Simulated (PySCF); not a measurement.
# [Pb(NH2)2]2+: how settings move a single point

Aim: repeat the single point on relaxed [Pb(NH2)2]2+ with altered settings, some of them bad on purpose. The structure is generated, not taken from experiment.

Computed with PySCF 2.14.0. Level: TPSS, Pb def2-SVP with ECP60, N def2-SVP, H def2-SVP; scalar-relativistic core potentials, no spin–orbit coupling.

2 further runs of the same task are left out: 2 for a known fault of the program.

## (1) Starting geometry

7 atoms, charge 2, spin multiplicity 1.

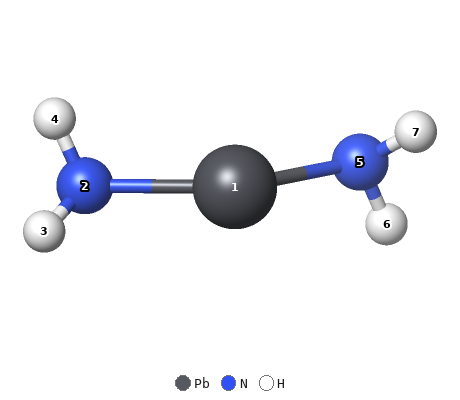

The geometry (lead dark grey, nitrogen blue, hydrogen white); atoms are numbered from 1 in the order of the file.

As a file:

```xyz
7
H4N2Pb
Pb    0.03553    0.74072    0.01317
N     0.13505   -0.23533    1.98260
H     0.65410    0.33611    2.69058
H    -0.81476   -0.42352    2.38347
N    -0.06357   -0.16301   -1.98991
H     0.88324   -0.32876   -2.40861
H    -0.59518    0.42839   -2.67130
```

Formal oxidation states: Pb +4. An earlier session relaxed this geometry at TPSS, Pb def2-SVP with ECP60, N def2-SVP, H def2-SVP (singlet, point group C2).

The sound run used a (50, 194) grid (finer on f atoms), a threshold of 1e-8 and at most 55 cycles, and ended at -303.844827 Eh.

## (2) Altered run 1

run.py (the lines that set the calculation)

```python
mol = gto.M(atom='''
Pb     0.03553     0.74072     0.01317
N      0.13505    -0.23533     1.98260
H      0.65410     0.33611     2.69058
H     -0.81476    -0.42352     2.38347
N     -0.06357    -0.16301    -1.98991
H      0.88324    -0.32876    -2.40861
H     -0.59518     0.42839    -2.67130''',
    basis={'Pb': 'def2-SVP', 'N': 'def2-SVP', 'H': 'def2-SVP'},
    ecp={'Pb': 'def2-SVP'},
    charge=2, spin=0)
mf = dft.RKS(mol, xc='TPSS')
mf.grids.atom_grid = (99, 590)
mf = mf.density_fit()  # fitting sets: Pb def2-universal-JKFIT, N def2-universal-JKFIT, H def2-universal-JKFIT
mf.conv_tol = 1e-08; mf.max_cycle = 55
mf.kernel(dm0)  # dm0: free metal ions and neutral atoms
```

On the command line:

```console
> OMP_NUM_THREADS=2 python run.py
```

The log of the run:

```text
init E= -303.604256168753
  HOMO = -0.742416242279543  LUMO = -0.696390199070311  gap/eV = 1.25243
cycle= 1 E= -303.785469243184  delta_E= -0.181  |g|= 0.422  |ddm|= 2.47
  HOMO = -0.655308419914636  LUMO = -0.590659557256647  gap/eV = 1.75919
cycle= 2 E= -303.775260068754  delta_E= 0.0102  |g|= 0.428  |ddm|= 1.65
  HOMO = -0.65782659495328  LUMO = -0.615676433196064  gap/eV = 1.14696
cycle= 3 E= -303.827534278475  delta_E= -0.0523  |g|= 0.231  |ddm|= 1.18
  HOMO = -0.678376668119405  LUMO = -0.631864412588184  gap/eV = 1.26566
cycle= 4 E= -303.842700461754  delta_E= -0.0152  |g|= 0.0666  |ddm|= 0.347
  HOMO = -0.676866119496323  LUMO = -0.62947174821514  gap/eV = 1.28967
cycle= 5 E= -303.817034297447  delta_E= 0.0257  |g|= 0.289  |ddm|= 0.353
  HOMO = -0.675474904462041  LUMO = -0.628882842722813  gap/eV = 1.26783
cycle= 6 E= -303.844060380142  delta_E= -0.027  |g|= 0.0065  |ddm|= 0.296
  HOMO = -0.67589897309775  LUMO = -0.629515745807741  gap/eV = 1.26215
cycle= 7 E= -303.844071687004  delta_E= -1.13e-05  |g|= 0.00128  |ddm|= 0.00621
  HOMO = -0.675951199706631  LUMO = -0.629503159921752  gap/eV = 1.26392
cycle= 8 E= -303.844072308424  delta_E= -6.21e-07  |g|= 0.000342  |ddm|= 0.00287
  HOMO = -0.675925320399118  LUMO = -0.629488919557819  gap/eV = 1.26360
cycle= 9 E= -303.844072353861  delta_E= -4.54e-08  |g|= 4.37e-05  |ddm|= 0.000594
  HOMO = -0.675924923251804  LUMO = -0.62948918762214  gap/eV = 1.26358
cycle= 10 E= -303.844072354518  delta_E= -6.57e-10  |g|= 4.16e-06  |ddm|= 7.05e-05
  HOMO = -0.675925607810646  LUMO = -0.62948962867374  gap/eV = 1.26359
Extra cycle  E= -303.844072354108  delta_E= 4.1e-10  |g|= 3.61e-05  |ddm|= 4.17e-05
converged SCF energy = -303.844072354108
```

Wall time 28 s (2 threads of Intel Xeon at 2.50GHz (Skylake/Cascade Lake), shared host).

Changed: the integration grid, to (99, 590). It converges in 10 cycles, +0.021 eV from the sound run, with a largest force component of 0.01 eV/Å.

## (3) Altered run 2

run.py (the lines that set the calculation)

```python
mol = gto.M(atom='''
Pb     0.03980     0.82961     0.01475
N      0.15126    -0.26357     2.22051
H      0.73259     0.37645     3.01345
H     -0.91253    -0.47434     2.66949
N     -0.07120    -0.18257    -2.22870
H      0.98923    -0.36821    -2.69764
H     -0.66661     0.47979    -2.99186''',
    basis={'Pb': 'def2-SVP', 'N': 'def2-SVP', 'H': 'def2-SVP'},
    ecp={'Pb': 'def2-SVP'},
    charge=2, spin=0)
mf = dft.RKS(mol, xc='TPSS')
mf.grids.atom_grid = (50, 194)
mf = mf.density_fit()  # fitting sets: Pb def2-universal-JKFIT, N def2-universal-JKFIT, H def2-universal-JKFIT
mf.conv_tol = 1e-08; mf.max_cycle = 55
mf.kernel(dm0)  # dm0: free metal ions and neutral atoms
```

On the command line:

```console
> OMP_NUM_THREADS=2 python run.py
```

The log of the run:

```text
init E= -303.320349152719
  HOMO = -0.68201770574057  LUMO = -0.650118384027564  gap/eV = 0.86802
cycle= 1 E= -303.692553540875  delta_E= -0.372  |g|= 0.502  |ddm|= 2.37
  HOMO = -0.675295777745346  LUMO = -0.621073273007603  gap/eV = 1.47547
cycle= 2 E= -303.506530387062  delta_E= 0.186  |g|= 0.863  |ddm|= 2.53
  HOMO = -0.611146099829513  LUMO = -0.584163937449937  gap/eV = 0.73422
cycle= 3 E= -303.777401215071  delta_E= -0.271  |g|= 0.294  |ddm|= 1.86
  HOMO = -0.651657613432651  LUMO = -0.610893859717015  gap/eV = 1.10924
cycle= 4 E= -303.488793853804  delta_E= 0.289  |g|= 0.879  |ddm|= 1.03
  HOMO = -0.648791749895457  LUMO = -0.618481513277846  gap/eV = 0.82478
cycle= 5 E= -303.677807153487  delta_E= -0.189  |g|= 0.601  |ddm|= 1.36
  HOMO = -0.643742076959111  LUMO = -0.615956202138607  gap/eV = 0.75609
cycle= 6 E= -303.771973316507  delta_E= -0.0942  |g|= 0.303  |ddm|= 0.301
  HOMO = -0.6420375587638  LUMO = -0.611891431217407  gap/eV = 0.82032
cycle= 7 E= -303.680303071501  delta_E= 0.0917  |g|= 0.589  |ddm|= 0.304
  HOMO = -0.641390487168826  LUMO = -0.611525683635094  gap/eV = 0.81266
cycle= 8 E= -303.688177942019  delta_E= -0.00787  |g|= 0.571  |ddm|= 0.0203
  HOMO = -0.640602028245592  LUMO = -0.612690441495323  gap/eV = 0.75951
cycle= 9 E= -303.735091293536  delta_E= -0.0469  |g|= 0.442  |ddm|= 0.128
  HOMO = -0.640056127654841  LUMO = -0.612982270772136  gap/eV = 0.73672
cycle= 10 E= -303.771318112416  delta_E= -0.0362  |g|= 0.302  |ddm|= 0.141
  HOMO = -0.640154291276897  LUMO = -0.613186849061934  gap/eV = 0.73382
...
  HOMO = -0.639993253225203  LUMO = -0.513595426809411  gap/eV = 3.43946
cycle= 9 E= -303.801017252721  delta_E= -3.55e-07  |g|= 0.000659  |ddm|= 0.000679
  HOMO = -0.639996111897634  LUMO = -0.513599437049901  gap/eV = 3.43943
cycle= 10 E= -303.80101734535  delta_E= -9.26e-08  |g|= 0.000404  |ddm|= 0.000313
  HOMO = -0.639995381407385  LUMO = -0.513599160580883  gap/eV = 3.43942
cycle= 11 E= -303.801017375954  delta_E= -3.06e-08  |g|= 0.000269  |ddm|= 0.000153
  HOMO = -0.63999491168537  LUMO = -0.513598766847508  gap/eV = 3.43941
cycle= 12 E= -303.801017388078  delta_E= -1.21e-08  |g|= 0.000192  |ddm|= 8.62e-05
  HOMO = -0.639994551334389  LUMO = -0.513598673002097  gap/eV = 3.43941
cycle= 13 E= -303.801017393143  delta_E= -5.06e-09  |g|= 0.000148  |ddm|= 4.8e-05
  HOMO = -0.63999429734176  LUMO = -0.513598680541721  gap/eV = 3.43940
cycle= 14 E= -303.801017396134  delta_E= -2.99e-09  |g|= 0.000113  |ddm|= 3.3e-05
  HOMO = -0.639994474049299  LUMO = -0.513598903216282  gap/eV = 3.43940
cycle= 15 E= -303.801017397816  delta_E= -1.68e-09  |g|= 8.77e-05  |ddm|= 2.35e-05
  HOMO = -0.639995260456827  LUMO = -0.613598935337292  gap/eV = 0.71828
Extra cycle  E= -303.801015421243  delta_E= 1.98e-06  |g|= 0.00251  |ddm|= 0.00227
SCF not converged.
  HOMO = -0.640011757369536  LUMO = -0.613572090445618  gap/eV = 0.71946
macro= 0  E= -303.80101740034  delta_E= -1.9791e-06  |g|= 0.00250702  1 KF 4 JK
macro= 1  E= -303.80101740034  delta_E= -1.13687e-13  |g|= 1.696e-05  1 KF 2 JK
macro X = 2  E=-303.80101740034  |g|= 1.696e-05  total 3 KF 9 JK
converged SCF energy = -303.80101740034
```

It took 37 s on 2 threads of Intel Xeon at 2.50GHz (Skylake/Cascade Lake), shared host.

Changed: the scale of all coordinates (1.12). It converges in 79 cycles, but only after the driver's rescue (smearing, level shift, second-order steps), +1.192 eV from the sound run, with a largest force component of 2.98 eV/Å. The setting is unsound, so these numbers aren't the compound's.

## (4) Altered run 3

run.py (the lines that set the calculation)

```python
mol = gto.M(atom='''
Pb     0.03553     0.74072     0.01317
N      0.13505    -0.23533     1.98260
H      0.65410     0.33611     2.69058
H     -0.81476    -0.42352     2.38347
N     -0.06357    -0.16301    -1.98991
H      0.88324    -0.32876    -2.40861
H     -0.59518     0.42839    -2.67130''',
    basis={'Pb': 'def2-SVP', 'N': 'def2-SVP', 'H': 'def2-SVP'},
    ecp={'Pb': 'def2-SVP'},
    charge=2, spin=0)
mf = dft.RKS(mol, xc='TPSS')
mf.grids.atom_grid = (15, 26)
mf = mf.density_fit()  # fitting sets: Pb def2-universal-JKFIT, N def2-universal-JKFIT, H def2-universal-JKFIT
mf.conv_tol = 1e-08; mf.max_cycle = 55
mf.kernel(dm0)  # dm0: free metal ions and neutral atoms
```

On the command line:

```console
> OMP_NUM_THREADS=2 python run.py
```

The log of the run:

```text
init E= -303.480304679168
  HOMO = -0.748408186043793  LUMO = -0.69642556446853  gap/eV = 1.41452
cycle= 1 E= -303.677671805954  delta_E= -0.197  |g|= 0.418  |ddm|= 2.47
  HOMO = -0.649801875369596  LUMO = -0.589496674998703  gap/eV = 1.64099
cycle= 2 E= -303.632461343542  delta_E= 0.0452  |g|= 0.541  |ddm|= 1.52
  HOMO = -0.662665588389228  LUMO = -0.596979038764237  gap/eV = 1.78742
cycle= 3 E= -303.326534508079  delta_E= 0.306  |g|= 1.03  |ddm|=  1.8
  HOMO = -0.674598969149868  LUMO = -0.624748076643929  gap/eV = 1.35651
cycle= 4 E= -303.731921038063  delta_E= -0.405  |g|= 0.0874  |ddm|= 1.21
  HOMO = -0.687234009458216  LUMO = -0.63391416650598  gap/eV = 1.45091
cycle= 5 E= -303.729813431372  delta_E= 0.00211  |g|= 0.116  |ddm|= 0.253
  HOMO = -0.680349609887283  LUMO = -0.62985167859201  gap/eV = 1.37412
cycle= 6 E= -303.734111485733  delta_E= -0.0043  |g|= 0.0111  |ddm|= 0.161
  HOMO = -0.681066719642601  LUMO = -0.630393720687506  gap/eV = 1.37888
cycle= 7 E= -303.734155592587  delta_E= -4.41e-05  |g|= 0.000967  |ddm|= 0.0158
  HOMO = -0.681002865613941  LUMO = -0.6302940336252  gap/eV = 1.37986
cycle= 8 E= -303.734154367777  delta_E= 1.22e-06  |g|= 0.00211  |ddm|= 0.00312
  HOMO = -0.681002541565707  LUMO = -0.630308418627397  gap/eV = 1.37946
cycle= 9 E= -303.734155526342  delta_E= -1.16e-06  |g|= 0.000986  |ddm|= 0.00131
  HOMO = -0.681003558099576  LUMO = -0.63030593134077  gap/eV = 1.37955
cycle= 10 E= -303.734155817734  delta_E= -2.91e-07  |g|= 0.000291  |ddm|= 0.000755
  HOMO = -0.681003289074145  LUMO = -0.630307577244377  gap/eV = 1.37950
cycle= 11 E= -303.734155845214  delta_E= -2.75e-08  |g|= 1.87e-05  |ddm|= 0.00032
  HOMO = -0.681003653193432  LUMO = -0.630307585366806  gap/eV = 1.37951
cycle= 12 E= -303.734155845326  delta_E= -1.12e-10  |g|= 1.99e-06  |ddm|= 2.24e-05
  HOMO = -0.681003629873462  LUMO = -0.630307682273536  gap/eV = 1.37951
Extra cycle  E= -303.73415584523  delta_E= 9.56e-11  |g|= 1.75e-05  |ddm|= 1.91e-05
converged SCF energy = -303.73415584523
```

Wall time 4.7 s (2 threads of Intel Xeon at 2.50GHz (Skylake/Cascade Lake), shared host).

Changed: the integration grid, to (15, 26). It converges in 12 cycles, +3.012 eV from the sound run, with a largest force component of 0.87 eV/Å. The setting is unsound, so these numbers aren't the compound's.

## (5) Altered run 4

Edit run.py (the lines that set the calculation) of step 4 so:

```diff
@@ -12,5 +12,5 @@
 mf = dft.RKS(mol, xc='TPSS')
-mf.grids.atom_grid = (15, 26)
+mf.grids.atom_grid = (50, 194)
 mf = mf.density_fit()  # fitting sets: Pb def2-universal-JKFIT, N def2-universal-JKFIT, H def2-universal-JKFIT
 mf.conv_tol = 1e-08; mf.max_cycle = 55
-mf.kernel(dm0)  # dm0: free metal ions and neutral atoms
+mf.kernel(dm0)  # dm0: smeared density
```

On the command line:

```console
> OMP_NUM_THREADS=2 python run.py
```

The log of the run:

```text
init E= -303.794763674873
  HOMO = -0.679257255770732  LUMO = -0.627250115837207  gap/eV = 1.41519
cycle= 1 E= -303.84318962923  delta_E= -0.0484  |g|= 0.07  |ddm|= 0.731
  HOMO = -0.667503368630335  LUMO = -0.625688448496549  gap/eV = 1.13784
cycle= 2 E= -303.834743067711  delta_E= 0.00845  |g|= 0.17  |ddm|= 0.366
  HOMO = -0.676744215021518  LUMO = -0.630923258666391  gap/eV = 1.24685
cycle= 3 E= -303.821302401318  delta_E= 0.0134  |g|= 0.269  |ddm|= 0.412
  HOMO = -0.678577384856332  LUMO = -0.632296331955452  gap/eV = 1.25937
cycle= 4 E= -303.843649934978  delta_E= -0.0223  |g|= 0.0623  |ddm|= 0.332
  HOMO = -0.675659555949103  LUMO = -0.629080264587516  gap/eV = 1.26749
cycle= 5 E= -303.844822140954  delta_E= -0.00117  |g|= 0.00375  |ddm|= 0.0603
  HOMO = -0.675992373984453  LUMO = -0.629554182746071  gap/eV = 1.26365
cycle= 6 E= -303.844826355371  delta_E= -4.21e-06  |g|= 0.00132  |ddm|= 0.00865
  HOMO = -0.675936468794193  LUMO = -0.629490916648818  gap/eV = 1.26385
cycle= 7 E= -303.844826913722  delta_E= -5.58e-07  |g|= 0.00017  |ddm|= 0.00223
  HOMO = -0.67594535646886  LUMO = -0.629499200597811  gap/eV = 1.26386
cycle= 8 E= -303.844826922683  delta_E= -8.96e-09  |g|= 2.71e-05  |ddm|= 0.000319
  HOMO = -0.675937630987708  LUMO = -0.62949378075394  gap/eV = 1.26380
Extra cycle  E= -303.844826921218  delta_E= 1.46e-09  |g|= 7.23e-05  |ddm|= 0.000147
converged SCF energy = -303.844826921218
```

Run time: 7.8 s. Hardware: 2 threads of Intel Xeon at 2.50GHz (Skylake/Cascade Lake), shared host.

Changed: the starting guess (smeared density). It converges in 8 cycles, at the sound run's energy within 0.001 eV, with a largest force component of 0.02 eV/Å. The result survives the change.

## (6) Altered run 5

Edit run.py (the lines that set the calculation) of step 5 so:

```diff
@@ -14,3 +14,3 @@
 mf = mf.density_fit()  # fitting sets: Pb def2-universal-JKFIT, N def2-universal-JKFIT, H def2-universal-JKFIT
-mf.conv_tol = 1e-08; mf.max_cycle = 55
-mf.kernel(dm0)  # dm0: smeared density
+mf.conv_tol = 1e-08; mf.max_cycle = 89
+mf.kernel(dm0)  # dm0: core Hamiltonian
```

On the command line:

```console
> OMP_NUM_THREADS=2 python run.py
```

The log of the run:

```text
init E= -289.56596077085
  HOMO = -0.140016755058837  LUMO = -0.12808740087232  gap/eV = 0.32461
cycle= 1 E= -283.015324984514  delta_E= 6.55  |g|= 8.46  |ddm|=   22
  HOMO = -2.20118805038329  LUMO = -2.07026355162739  gap/eV = 3.56264
cycle= 2 E= -296.716098258578  delta_E= -13.7  |g|= 4.83  |ddm|= 20.4
  HOMO = -0.783848993338171  LUMO = -0.700611836973804  gap/eV = 2.26500
cycle= 3 E= -303.533410310148  delta_E= -6.82  |g|=  1.1  |ddm|= 8.58
  HOMO = -0.686047351027408  LUMO = -0.633843534001048  gap/eV = 1.42054
cycle= 4 E= -303.701744764434  delta_E= -0.168  |g|= 0.672  |ddm|= 1.82
  HOMO = -0.646176696756431  LUMO = -0.561346413384882  gap/eV = 2.30835
cycle= 5 E= -302.919022878454  delta_E= 0.783  |g|= 1.55  |ddm|= 1.92
  HOMO = -0.684551282914562  LUMO = -0.628821045441262  gap/eV = 1.51650
cycle= 6 E= -303.811211292912  delta_E= -0.892  |g|= 0.311  |ddm|= 1.69
  HOMO = -0.662151209720387  LUMO = -0.617902556821244  gap/eV = 1.20407
cycle= 7 E= -303.835720622155  delta_E= -0.0245  |g|= 0.169  |ddm|= 0.564
  HOMO = -0.676913407782516  LUMO = -0.629849385833328  gap/eV = 1.28068
cycle= 8 E= -303.84333199483  delta_E= -0.00761  |g|= 0.0666  |ddm|= 0.279
  HOMO = -0.675806438779487  LUMO = -0.629561569174637  gap/eV = 1.25839
cycle= 9 E= -303.844691354945  delta_E= -0.00136  |g|= 0.0199  |ddm|= 0.0987
  HOMO = -0.675947969564168  LUMO = -0.629433435482358  gap/eV = 1.26572
cycle= 10 E= -303.844821735055  delta_E= -0.00013  |g|= 0.00397  |ddm|= 0.0194
  HOMO = -0.675940257347758  LUMO = -0.62949895631453  gap/eV = 1.26373
cycle= 11 E= -303.844825796318  delta_E= -4.06e-06  |g|= 0.00184  |ddm|= 0.0033
  HOMO = -0.675940087798049  LUMO = -0.629494572093121  gap/eV = 1.26385
cycle= 12 E= -303.844826695523  delta_E= -8.99e-07  |g|= 0.000825  |ddm|= 0.0011
  HOMO = -0.675943645270317  LUMO = -0.629498520524864  gap/eV = 1.26384
cycle= 13 E= -303.844826921782  delta_E= -2.26e-07  |g|= 5.9e-05  |ddm|= 0.000819
  HOMO = -0.675942903764994  LUMO = -0.629497494422898  gap/eV = 1.26384
cycle= 14 E= -303.844826922934  delta_E= -1.15e-09  |g|= 7.48e-06  |ddm|= 8.14e-05
  HOMO = -0.675942843094504  LUMO = -0.629497543562096  gap/eV = 1.26384
Extra cycle  E= -303.844826919995  delta_E= 2.94e-09  |g|= 9.6e-05  |ddm|= 0.000105
converged SCF energy = -303.844826919995
```

Run time: 10 s. Hardware: 2 threads of Intel Xeon at 2.50GHz (Skylake/Cascade Lake), shared host.

Changed: the starting guess (bare core Hamiltonian); the cycle limit is 89. It converges in 14 cycles, at the sound run's energy within 0.001 eV, with a largest force component of 0.02 eV/Å. The result survives the change.

## (7) Side by side

| run | changed | ending | energy change (eV) | cycles | time | usable |
| --- | --- | --- | --- | --- | --- | --- |
| 1 | the integration grid | converged | +0.021 | 10 | 28 s | yes |
| 2 | the scale of all coordinates | converged | +1.192 | 79 | 37 s | no |
| 3 | the integration grid | converged | +3.012 | 12 | 4.7 s | no |
| 4 | the starting guess | converged | 0.000 | 8 | 7.8 s | yes |
| 5 | the starting guess | converged | 0.000 | 14 | 10 s | yes |

3 of 5 altered runs give a usable result. 2 ended normally with numbers unfit to quote.
